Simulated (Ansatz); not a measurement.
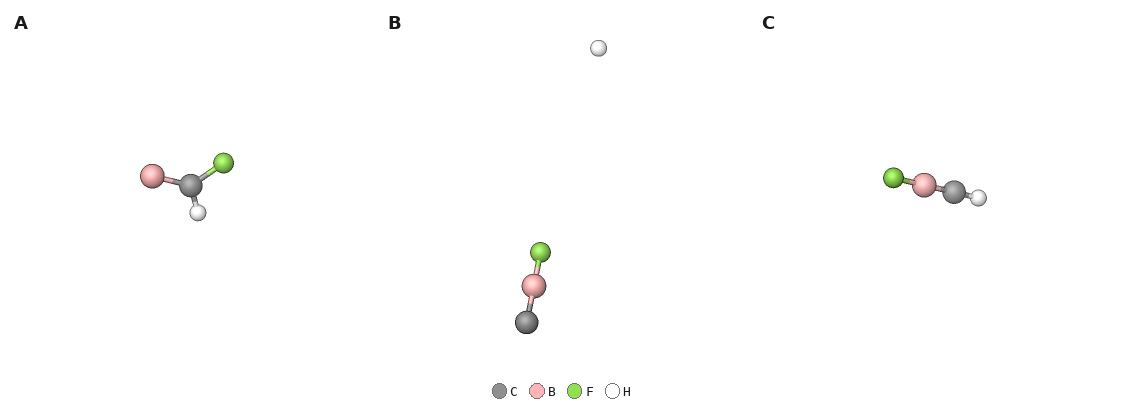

3 stationary structures of one formula. State: charge −1, singlet. Geometries: PBE-D4/def2-SVPD. Electronic energies: PBE-D4/def2-SVPD (Ansatz 0.2.0), without zero-point energy. No frequency run is at hand to confirm each as a minimum.

> Which is lowest in energy, and by how much?

C is lowest (C∞v); A lies 59.5 kcal/mol above it (Cs), B lies 123.4 kcal/mol above it.
